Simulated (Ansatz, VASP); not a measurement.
## KTaO3: VASP beside Ansatz

Wanted: the spread between two codes on one cell, functional and k mesh.

Main program and level: Ansatz 0.2.0; plane waves, with VASP 6.6.1 beside it; band structure at PBE0 and band structure at B3LYP.

## 1. Set-up

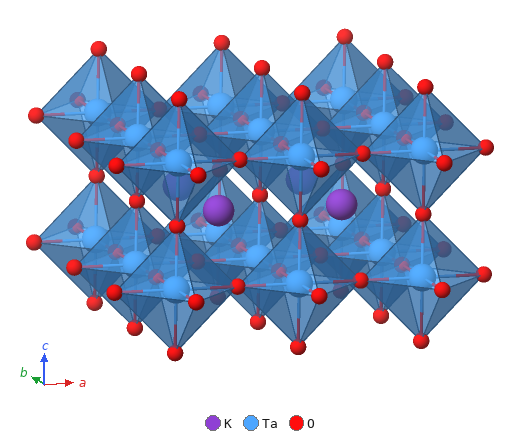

Start, viewed slightly off an axis; potassium purple, tantalum blue, oxygen red. 2×2×1 cells are drawn. Some periodic images of atoms are drawn too.

## 2. VASP: band structure, PBE0

Levels along a path test the potential and the projectors away from the mesh points.

Lines of VASP's logs that name or quote its potential files are left out, and so is its time.

INCAR reads:

```
SYSTEM = KTaO3
PREC = Accurate
ENCUT = 520
EDIFF = 1E-06
NELM = 100
ISMEAR = 0
SIGMA = 0.02
LREAL = .FALSE.
ALGO = Normal
LHFCALC = .TRUE.
AEXX = 0.25
GGA = PE
LASPH = .TRUE.
NBANDS = 25
PRECFOCK = Fast
HFRCUT = -1
LORBIT = 11
LWAVE = .FALSE.
LCHARG = .FALSE.
KPAR = 8
```

POSCAR reads:

```
KTaO3
1.0
    3.9883000000      0.0000000000      0.0000000000
    0.0000000000      3.9883000000      0.0000000000
    0.0000000000      0.0000000000      3.9883000000
K Ta O
1 1 3
Direct
    0.5000000000      0.5000000000      0.5000000000
    0.0000000000      0.0000000000      0.0000000000
    0.5000000000      0.0000000000      0.0000000000
    0.0000000000      0.5000000000      0.0000000000
    0.0000000000      0.0000000000      0.5000000000
```

KPOINTS reads:

```
Automatic mesh
0
Gamma
4 4 4
0 0 0
```

KPOINTS_OPT reads:

```
Line mode
6
Line-mode
Reciprocal
  0.00000000   0.00000000   0.00000000 GAMMA
  0.00000000   0.50000000   0.00000000 X

  0.00000000   0.50000000   0.00000000 X
  0.50000000   0.50000000   0.00000000 M

  0.50000000   0.50000000   0.00000000 M
  0.00000000   0.00000000   0.00000000 GAMMA

  0.00000000   0.00000000   0.00000000 GAMMA
  0.50000000   0.50000000   0.50000000 R

  0.50000000   0.50000000   0.50000000 R
  0.00000000   0.50000000   0.00000000 X

  0.50000000   0.50000000   0.00000000 M
  0.50000000   0.50000000   0.50000000 R
```

The projector-augmented-wave data sets are K_sv, Ta_pv and O (PBE family, release 64).

Run with:

```console
> mpirun -np 8 vasp_std
```

Numbers of over 12 decimals in the logs are rounded to 6 here.

The log of the run:

```text
[banner, memory and clock lines left out]
running    8 mpi-ranks, on    1 nodes
 distrk:  each k-point on    1 cores,    8 groups
 distr:  one band on    1 cores,    1 groups

 POSCAR found type information on POSCAR K TaO
 POSCAR found :  3 types and       5 ions
|                                                                             |
|           W    W    AA    RRRRR   N    N  II  N    N   GGGG   !!!           |
|           W    W   A  A   R    R  NN   N  II  NN   N  G    G  !!!           |
|           W    W  A    A  R    R  N N  N  II  N N  N  G       !!!           |
|           W WW W  AAAAAA  RRRRR   N  N N  II  N  N N  G  GGG   !            |
|           WW  WW  A    A  R   R   N   NN  II  N   NN  G    G                |
|           W    W  A    A  R    R  N    N  II  N    N   GGGG   !!!           |
|                                                                             |
|     For optimal performance we recommend to set                             |
|       NCORE = 2 up to number-of-cores-per-socket                            |
|     NCORE specifies how many cores store one orbital (NPAR=cpu/NCORE).      |
|     This setting can greatly improve the performance of VASP for DFT.       |
|     The default, NCORE=1 might be grossly inefficient on modern             |
|     multi-core architectures or massively parallel machines. Do your        |
|     Unfortunately you need to use the default for GW and RPA                |
|     calculations (for HF NCORE is supported but not extensively tested      |
|     yet).                                                                   |
|                                                                             |

 LDA part: xc-table for (Slater+PW92), standard interpolation
 found WAVECAR, reading the header
 POSCAR, INCAR and KPOINTS ok, starting setup
 FFT: planning ... GRIDC
 FFT: planning ... GRID_SOFT
 FFT: planning ... GRID
 HFRCUT set to (new)   9.896575
 reading WAVECAR
 the WAVECAR file was read successfully
 initial charge from wavefunction
 entering main loop
       N       E                     dE             d eps       ncg     rms          rms(c)
DAV:   1    -0.523669539892E+02   -0.52367E+02   -0.93137E-01   550   0.856E+00    0.293E+00
DAV:   2    -0.523424514382E+02    0.24503E-01   -0.11000E-01   580   0.291E+00    0.156E+00
DAV:   3    -0.523355562925E+02    0.68951E-02   -0.29746E-02   644   0.131E+00    0.760E-01
DAV:   4    -0.523348876395E+02    0.66865E-03   -0.36872E-03   621   0.443E-01    0.413E-01
DAV:   5    -0.523344922054E+02    0.39543E-03   -0.18410E-03   612   0.261E-01    0.235E-01
DAV:   6    -0.523345078855E+02   -0.15680E-04   -0.21389E-04   668   0.936E-02    0.136E-01
DAV:   7    -0.523344910945E+02    0.16791E-04   -0.20567E-05   699   0.377E-02    0.783E-02
DAV:   8    -0.523344907885E+02    0.30601E-06   -0.67467E-06   611   0.194E-02
   1 F= -.52334491E+02 E0= -.52334491E+02  d E =-.137169E-35
 Start KPOINTS_OPT (optional k-point list driver)
k-point batch [1-10\36]
       N       E                     dE             ncg
DAV:   1    -0.653256100322E+03   -0.70347E+04      500
DAV:   2    -0.447642813941E+04   -0.38232E+04      581
DAV:   3    -0.481905418075E+04   -0.34263E+03      737
DAV:   4    -0.483271625115E+04   -0.13662E+02      768
DAV:   5    -0.483305595840E+04   -0.33971E+00      719
DAV:   6    -0.483306499386E+04   -0.90355E-02      728
DAV:   7    -0.483306527601E+04   -0.28215E-03      728
DAV:   8    -0.483306528263E+04   -0.66203E-05      624
DAV:   9    -0.483306528282E+04   -0.19821E-06      504
[...]
k-point batch [31-36\36]
       N       E                     dE             ncg
DAV:   1     0.421859249499E+04   -0.85957E+04      300
DAV:   2     0.188312851646E+04   -0.23355E+04      343
DAV:   3     0.168813137534E+04   -0.19500E+03      472
DAV:   4     0.168244937512E+04   -0.56820E+01      413
DAV:   5     0.168231755427E+04   -0.13182E+00      463
DAV:   6     0.168231491258E+04   -0.26417E-02      398
DAV:   7     0.168231485636E+04   -0.56222E-04      440
DAV:   8     0.168231485476E+04   -0.15969E-05      359
DAV:   9     0.168231485471E+04   -0.48025E-07      280
```

OUTCAR, selected parts (step 2):

```text
ion  position               nearest neighbor table
   1  0.500  0.500  0.500-   3 2.82   4 2.82   5 2.82   3 2.82   4 2.82   3 2.82   5 2.82   3 2.82
                             4 2.82   5 2.82   4 2.82   5 2.82   2 3.45   2 3.45   2 3.45   2 3.45
   2  0.000  0.000  0.000-   3 1.99   4 1.99   5 1.99   5 1.99   4 1.99   3 1.99   1 3.45   1 3.45
                             1 3.45   1 3.45   1 3.45   1 3.45   1 3.45   1 3.45
   3  0.500  0.000  0.000-   2 1.99   2 1.99   1 2.82   1 2.82   1 2.82   1 2.82
   4  0.000  0.500  0.000-   2 1.99   2 1.99   1 2.82   1 2.82   1 2.82   1 2.82
   5  0.000  0.000  0.500-   2 1.99   2 1.99   1 2.82   1 2.82   1 2.82   1 2.82

  LATTYP: Found a simple cubic cell.
 ALAT       =     3.9883000000

 Subroutine GETGRP returns: Found 48 space group operations
 (whereof 48 operations were pure point group operations)

The static configuration has the point symmetry O_h .

 Found     10 irreducible k-points:

   k-points           NKPTS =     10   k-points in BZ     NKDIM =     64   number of bands    NBANDS=     25

   dimension x,y,z NGX =    30 NGY =   30 NGZ =   30
   dimension x,y,z NGXF=    60 NGYF=   60 NGZF=   60

   ENCUT  =  520.0 eV  38.22 Ry    6.18 a.u.   7.42  7.42  7.42*2*pi/ulx,y,z

   NELECT =      38.0000    total number of electrons

 k-points in reciprocal lattice and weights: Automatic mesh
   0.00000000  0.00000000  0.00000000       0.016
   0.25000000  0.00000000  0.00000000       0.094
   0.50000000  0.00000000  0.00000000       0.047
   0.25000000  0.25000000  0.00000000       0.188
   0.50000000  0.25000000  0.00000000       0.188
   0.50000000  0.50000000  0.00000000       0.047
   0.25000000  0.25000000  0.25000000       0.125
   0.50000000  0.25000000  0.25000000       0.188
   0.50000000  0.50000000  0.25000000       0.094
   0.50000000  0.50000000  0.50000000       0.016

  exchange ACFDT corr.  =         0.00000000  see jH, gK, PRB 81, 115126

 average (electrostatic) potential at core
       1 -27.4564       2 -36.1441       3 -65.1782       4 -65.1782       5 -65.1782

 E-fermi :   0.4860

 k-point     1 :       0.0000    0.0000    0.0000
  band No.  band energies     occupation
    ...
     15      -0.8210      2.00000
     16      -0.8210      2.00000
     17      -0.3410      2.00000
     18      -0.3410      2.00000
     19      -0.3410      2.00000
     20       4.5461      0.00000
     21       4.5461      0.00000
     22       4.5461      0.00000
     23       9.3134      0.00000
     24       9.3134      0.00000
    ...

 k-point     2 :       0.2500    0.0000    0.0000
  band No.  band energies     occupation
    ...
     15      -1.5800      2.00000
     16      -1.4830      2.00000
     17      -1.0773      2.00000
     18      -0.5170      2.00000
     19      -0.5170      2.00000
     20       4.6282      0.00000
     21       6.1332      0.00000
     22       6.1332      0.00000
     23       9.3327      0.00000
     24      10.1870      0.00000
    ...

 k-point     3 :       0.5000    0.0000    0.0000
  band No.  band energies     occupation
    ...
     15      -2.2482      2.00000
     16      -1.9975      2.00000
     17      -1.3057      2.00000
     18      -0.5906      2.00000
     19      -0.5906      2.00000
     20       4.7130      0.00000
     21       7.6411      0.00000
     22       7.6411      0.00000
     23       9.3480      0.00000
     24      11.2481      0.00000
    ...

  energy-cutoff  :      520.00
  volume of cell :       63.44
      direct lattice vectors                 reciprocal lattice vectors
     3.988300000  0.000000000  0.000000000     0.250733395  0.000000000  0.000000000
     0.000000000  3.988300000  0.000000000     0.000000000  0.250733395  0.000000000
     0.000000000  0.000000000  3.988300000     0.000000000  0.000000000  0.250733395

 POSITION                                       TOTAL-FORCE (eV/Angst)
 -----------------------------------------------------------------------------------
      1.99415      1.99415      1.99415         0.000000      0.000000      0.000000
      0.00000      0.00000      0.00000         0.000000      0.000000      0.000000
      1.99415      0.00000      0.00000         0.000000      0.000000      0.000000
      0.00000      1.99415      0.00000         0.000000      0.000000      0.000000
      0.00000      0.00000      1.99415         0.000000      0.000000      0.000000
 -----------------------------------------------------------------------------------
    total drift:                                0.000001     -0.000000     -0.000000

  FREE ENERGIE OF THE ION-ELECTRON SYSTEM (eV)
  ---------------------------------------------------
  free  energy   TOTEN  =       -52.3344907885 eV

  energy  without entropy=      -52.3344907885  energy(sigma->0) =      -52.33449079

 total charge
# of ion       s       p       d       tot
------------------------------------------
    1        1.962   5.649   0.039   7.650
    2        0.350   6.376   1.924   8.650
    3        1.566   3.558   0.000   5.124
    4        1.566   3.558   0.000   5.124
    5        1.566   3.558   0.000   5.124
--------------------------------------------------
tot          7.011  22.698   1.962  31.671

[... 3 further parts left out ...]
```

[end of part 1 of 3]

[Lines on the potential files, build, host, timing and source positions are cut from VASP's logs without a mark.]

[Logs are printed without paths, hosts, clocks, repeated set-up lines and the standing remarks that a program may print on its own settings, such as how far it seeks lower states.]

[Hosts, paths, dates, database ids (printed as entryN), source tags and the programs' standing remarks are cut or masked in the printed files.]
